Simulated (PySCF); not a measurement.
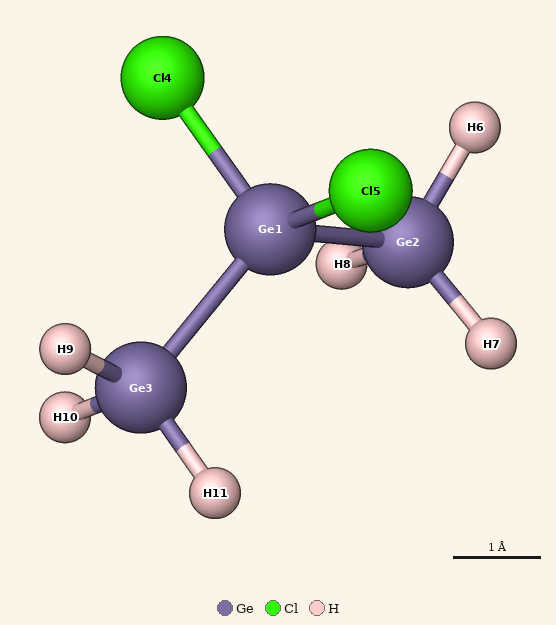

Fig. 1: The structure (ball-and-stick view, seen at a tilt; atoms are numbered from 1 in the order of the input). Sticks mark near contacts. Bond lengths as drawn: Cl–Ge 2.18 Å, Ge–Ge 2.43 Å and Ge–H 1.53 to 1.54 Å.

# Core-level calculation, with input and output: Ge3H6Cl2

System: Ge3H6Cl2, SMILES [Cl][Ge]([Cl])([GeH3])[GeH3].
Method: delta-SCF UKS SCAN, pcX-2 on the ionised atom, pcseg-1 elsewhere, spin-free X2C (PySCF 2.14.0).

**The program's output**
```
ground state, core basis on atom 3 (Cl), 189 functions
  cycle   1  E = -7208.72288389  |g| = 4.33e-01
  cycle   2  E = -7208.61928109  |g| = 7.37e-01
  cycle   3  E = -7208.77090519  |g| = 7.05e-02
  cycle   4  E = -7208.77212774  |g| = 3.00e-02
  cycle   5  E = -7208.77238012  |g| = 7.07e-03
  cycle   6  E = -7208.77239379  |g| = 2.92e-03
  cycle   7  E = -7208.77239808  |g| = 9.78e-04
  cycle   8  E = -7208.77239879  |g| = 2.66e-04
  E(ground) = -7209.15738261 Eh
hole in Cl 2p of atom 3
  cycle   1  E = -7200.71086186  |g| = 1.71e+00
  cycle   2  E = -7200.62487435  |g| = 1.32e+00
  cycle   3  E = -7201.10499829  |g| = 3.51e-01
  cycle   4  E = -7201.16735650  |g| = 2.11e-01
  cycle   5  E = -7201.19486595  |g| = 5.94e-02
  cycle   6  E = -7201.19707899  |g| = 1.68e-02
  cycle   7  E = -7201.19729326  |g| = 3.86e-03
  cycle   8  E = -7201.19729328  |g| = 1.24e-03
  cycle   9  E = -7201.19729668  |g| = 1.76e-04
  E(ion) = -7201.59089651 Eh   <S^2> = 0.7522   hole on atom = 1.001   binding energy = 205.895 eV
  2p3/2 = 205.312 eV   2p1/2 = 206.966 eV
ground state, core basis on atom 4 (Cl), 189 functions
  cycle   1  E = -7208.77212249  |g| = 4.86e-01
  cycle   2  E = -7208.77221373  |g| = 5.01e-02
  cycle   3  E = -7208.77194803  |g| = 4.86e-02
  cycle   4  E = -7208.77247944  |g| = 1.27e-02
  cycle   5  E = -7208.77252543  |g| = 2.28e-03
  cycle   6  E = -7208.77252861  |g| = 3.85e-04
  E(ground) = -7209.15738665 Eh
hole in Cl 2p of atom 4
  cycle   1  E = -7200.71051694  |g| = 1.70e+00
  cycle   2  E = -7200.62667091  |g| = 1.31e+00
  cycle   3  E = -7201.10380877  |g| = 3.51e-01
  cycle   4  E = -7201.16633613  |g| = 2.10e-01
  cycle   5  E = -7201.19345952  |g| = 5.95e-02
  cycle   6  E = -7201.19568456  |g| = 1.70e-02
  cycle   7  E = -7201.19590607  |g| = 3.92e-03
  cycle   8  E = -7201.19590950  |g| = 1.29e-03
  cycle   9  E = -7201.19591031  |g| = 1.98e-04
  E(ion) = -7201.59037618 Eh   <S^2> = 0.7522   hole on atom = 1.001   binding energy = 205.909 eV
  2p3/2 = 205.327 eV   2p1/2 = 206.980 eV
```

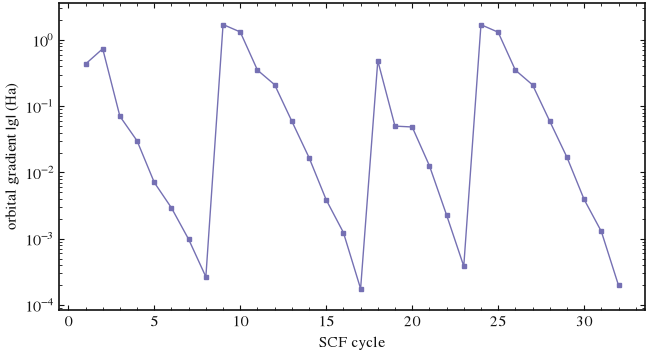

Fig. 2: Convergence of the self-consistent field: orbital gradient |g| against the SCF cycle. All cycles printed in the log are drawn one after another.

The run was set up as follows.

**Input**
```
{"job": {"kind": "xps", "holes": 5}, "charge": 0, "multiplicity": 1}
Ge    -0.058619     0.613565     0.410144
Ge    -0.801303    -1.496509     1.350996
Ge     0.891523     0.784533    -1.816979
Cl     1.404897     1.435670     1.798974
Cl    -1.778523     1.949739     0.453202
H     -1.346379    -1.227948     2.760025
H     -1.904364    -2.074138     0.448618
H      0.388857    -2.467680     1.410625
H      1.267583     2.249929    -2.073149
H      2.136221    -0.113437    -1.904867
H     -0.165336     0.314883    -2.830447
```

The first line tells a small driver script what to run in PySCF; the rest is the geometry in Å.

Run as:
```bash
OMP_NUM_THREADS=1 python <driver script> task.json out
```

**Summary**

```tsv
quantity	value
outcome	converged
hardware	1 CPU thread, shared host
wall time	33 s
peak memory	0.64 GiB
```
